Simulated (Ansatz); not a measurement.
# CH₅Al₂−: an energy map over bond length C2–Al3 and bond length Al3–H8

A grid of calculations on CH5Al2, SMILES [AlH2][CH-][AlH2], charge −1, to see where the energy is lowest and how it rises around there.

Method: RKS PBE0-D4/def2-SVPD; program: Ansatz 0.2.0.

## Step 1: The system as given

SMILES `[AlH2][CH-][AlH2]`, 8 atoms, charge -1, spin multiplicity 1.

Atoms are counted from 1 here; the program's logs count them from 0.

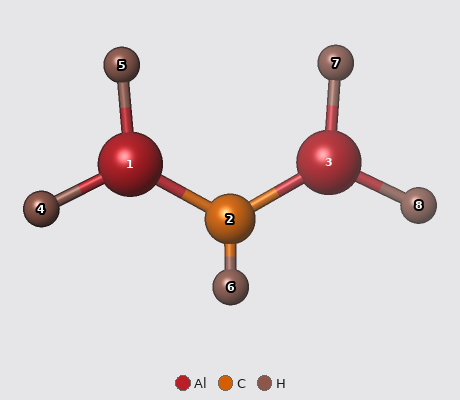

Start geometry, drawn with aluminium red, carbon orange, hydrogen brown; atoms are numbered from 1 in the order of the file.

As a file:

```xyz
8
charge -1, multiplicity 1
Al   -0.99309    0.84122   -1.01117
C    -0.49852   -0.00963    0.58868
Al    1.17429   -0.83793    0.79742
H    -2.43317    1.58448   -1.27779
H    -0.02618    0.93016   -2.31958
H    -1.21697   -0.02375    1.43571
H     2.30930   -0.88030   -0.37084
H     1.68433   -1.60425    2.15758
```

This geometry comes from a loose relaxation at PBE in a small basis, which is not shown.

## Step 3: Plan of the scan

First coordinate, bond length C2–Al3: 15 values from 1.566 to 2.424 Å. Second coordinate, bond length Al3–H8: 15 values from 1.435 to 2.039 Å.

Nothing else is relaxed (all other coordinates rigid). Energies count from the relaxed molecule at the same level.

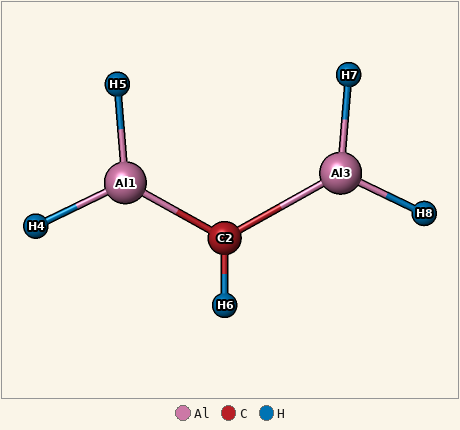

The geometry at bond length C2–Al3 = 2.179 Å, bond length Al3–H8 = 1.522 Å.

(The set-up runs are not shown.)

## Step 4: The run at bond length C2–Al3 = 2.179 Å, bond length Al3–H8 = 1.522 Å

Input file input.yaml:

```yaml
crystal:
  periodic: [false, false, false]
  atoms:
    - { symbol: Al, position_ang: [-0.985774, 0.834715, -1.002289] }
    - { symbol: C, position_ang: [-0.497394, -0.010069, 0.586778] }
    - { symbol: Al, position_ang: [1.444433, -0.969222, 0.826306] }
    - { symbol: H, position_ang: [-2.413966, 1.575402, -1.271343] }
    - { symbol: H, position_ang: [-0.027799, 0.924306, -2.305995] }
    - { symbol: H, position_ang: [-1.210724, -0.025326, 1.427531] }
    - { symbol: H, position_ang: [2.575894, -1.01409, -0.332648] }
    - { symbol: H, position_ang: [1.921251, -1.679726, 2.085001] }
total_charge: -1
basis:
  gaussian: { orbitals: def2-SVPD }
hamiltonian:
  xc: pbe0
  dispersion: d4
output:
  forces: true
```

On the command line:

```console
$ ansatz run input.yaml --threads 1 --pin off --max-ram 2560MiB --backend cpu --events-out ev --progress --plain --runs-dir out
```

Further runs follow: the other points that were computed.

**Question.** What will these runs give? Wanted: lowest point; highest computed point; largest force on an atom.

The runs gave:

| quantity | value |
| --- | --- |
| lowest point | bond length C2–Al3 = 1.873 Å, bond length Al3–H8 = 1.651 Å, 0.28 kJ/mol |
| highest computed point | bond length C2–Al3 = 2.424 Å, bond length Al3–H8 = 2.039 Å, 208 kJ/mol above the lowest |
| largest force on an atom (eV/Å) | 0.2 at bond length C2–Al3 = 1.873 Å, bond length Al3–H8 = 1.651 Å to 12.7 at bond length C2–Al3 = 1.566 Å, bond length Al3–H8 = 2.039 Å; 0.2 at the lowest point |
| time for the whole task | 10 min on 1 thread, shared host |

What this shows: The lowest computed point is at bond length C2–Al3 = 1.873 Å, bond length Al3–H8 = 1.651 Å, 0.28 kJ/mol from the relaxed molecule at the same level. No other kind of well shows on this grid. The highest computed point, bond length C2–Al3 = 2.424 Å, bond length Al3–H8 = 2.039 Å, lies 208 kJ/mol above the lowest. Round the minimum the two coordinates are nearly uncoupled.
